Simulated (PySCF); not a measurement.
**TcCl₃: structure of the quintet**

The task is one start of a wider search on TcCl₃: the quintet, from a PBE0 minimum start. It is relaxed, tested by its Hessian and followed downhill if it is a saddle.

Computed with PySCF 2.14.0. Level: PBE0, basis Tc def2-SVP with ECP28, Cl def2-SVP, scalar-relativistic core potentials, no spin–orbit coupling, density fitting.

## 1. The system as given

4 atoms, charge 0, spin multiplicity 5.

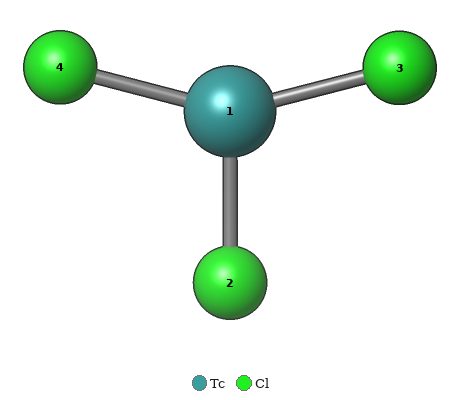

Start geometry, drawn with technetium teal, chlorine green; atoms are numbered from 1 in the order of the file.

Coordinates in bohr (charge 0 multiplicity 5):
```
Tc   -0.3541    0.0000    0.0000
Cl    3.8601    0.0000    0.0000
Cl   -1.4344    4.1630    0.0000
Cl   -1.4345   -4.1630    0.0000
```

## 2. The SCF at the typed geometry

One driver script runs all steps and calls PySCF; scf.py shows how it sets up the SCF of each step. The optimiser is the driver's own. After this first run the driver tries any further starts and a stability analysis.

scf.py reads:

```python
from pyscf import gto, scf, dft
mol = gto.M(atom='''
Tc    -0.187384     0.000001     0.000000
Cl     2.042665    -0.000013    -0.000000
Cl    -0.759077     2.202967     0.000000
Cl    -0.759104    -2.202957     0.000000''',
    basis={'Tc': 'def2-SVP', 'Cl': 'def2-SVP'},
    ecp={'Tc': 'def2-SVP'},
    charge=0, spin=4)
mf = dft.UKS(mol, xc='PBE0')
mf.grids.atom_grid = (50, 194)
aux = {'Tc': 'def2-universal-JKFIT', 'Cl': 'def2-universal-JKFIT'}
mf = mf.density_fit(auxbasis=aux)
mf.conv_tol = 1e-08
mf.diis_space = 10
mf.max_cycle = 60
mf.init_guess = 'minao'
mf.verbose = 4
mf.kernel()
```

Command:

```console
$ OMP_NUM_THREADS=2 python axn.py task.json out
```

The runs that follow: PBE0 minimum start, quintet: relaxation; Is it a minimum? Harmonic modes.

What does the calculation give? Wanted: minimum; geometry; wavenumbers; dipole moment; highest occupied, lowest empty level; polar-tensor charge of Tc1; zero-point energy; atomisation energy; ⟨S²⟩.

As calculated:

| quantity | value |
| --- | --- |
| minimum | quintet, C2v |
| geometry | Tc–Cl 2.230 Å, Tc–Cl 2.276 Å (×2); Cl–Tc–Cl 104.5° (×2), Cl–Tc–Cl 150.9° |
| wavenumbers (cm⁻¹) | 73 (b2), 88 (b1), 100 (a1), 362 (a1), 417 (a1), 424 (b2) |
| dipole moment | 0.97 D |
| highest occupied, lowest empty level (either spin) | -7.61, -4.27 eV |
| polar-tensor charge of Tc1 | +1.48 e |
| zero-point energy | 8.8 kJ/mol |
| entropy at 298.15 K | 362.5 J/(mol K) |
| atomisation energy (no zero-point energy) | 1101 kJ/mol |
| ⟨S²⟩ | 6.025 |

What this shows: The PBE0 minimum start keeps its C2v symmetry and ends in a minimum. In the infrared the band at 424 cm⁻¹ (b2, stretch) leads. Most of the spin sits on Tc1 (Mulliken spin 3.63, against 4 for the whole molecule). Other starts or spin states, not run here, may lie lower. One determinant may miss the lowest occupation of an open d or f shell.
